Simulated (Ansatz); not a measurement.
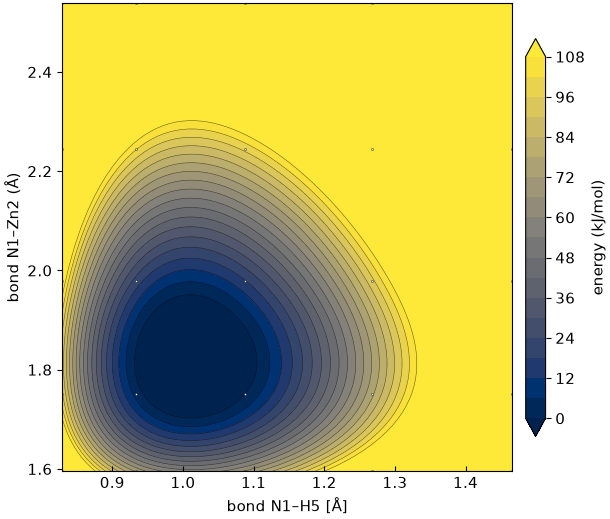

ClH₂NZn, SMILES [NH2][Zn][Cl]. Two internal coordinates are moved rigidly from the geometry relaxed at PBE0-D4/def2-TZVP, all others fixed. Coordinates scanned: (1) bond N1–H5; (2) bond N1–Zn2. The scan uses a 5 × 5 grid. Points are written as (first, second). Energies: kJ/mol, counted from the lowest grid point. Method: RKS PBE0-D4/def2-TZVPP (Ansatz).

In the figure: filled contours, dots at the grid points, one colour for all values above the top of the scale. Between grid points the surface is interpolated.

### Estimate the position of the minimum and the force constants in these coordinates.

The interpolated minimum is at bond N1–H5 ≈ 1.009 Å, bond N1–Zn2 ≈ 1.816 Å. The curvatures there are about 49 eV/Å² and 23 eV/Å², with a cross term of about 0 eV/Å². Round the minimum the two coordinates are nearly uncoupled. (1 eV is 96.5 kJ/mol.)
